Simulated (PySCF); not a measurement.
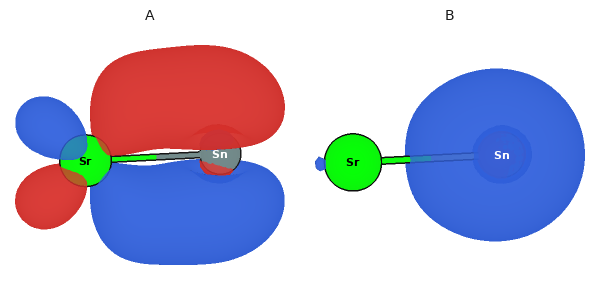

Figure. SrSn (charge +1, quartet). Two frontier β-spin orbitals, each drawn at the value that holds 80 % of its norm (blue and red are the two phases), in no order; of a degenerate pair one member is drawn.

Core potentials replace the inner electrons of Sr and Sn.

All numbers below come from PBE0/def2-SVP, non-relativistic Hamiltonian with scalar-relativistic core potentials where named, at a bond length of 3.043 Å (PySCF 2.14.0).

### Name the orbitals and rank them from lowest to highest energy.

Orbital B: σ, occupied in this spin, −14.14 eV; mainly on Sn (90 %).
Orbital A: π, empty in this spin, −5.94 eV; bonding, with no node between the atoms.
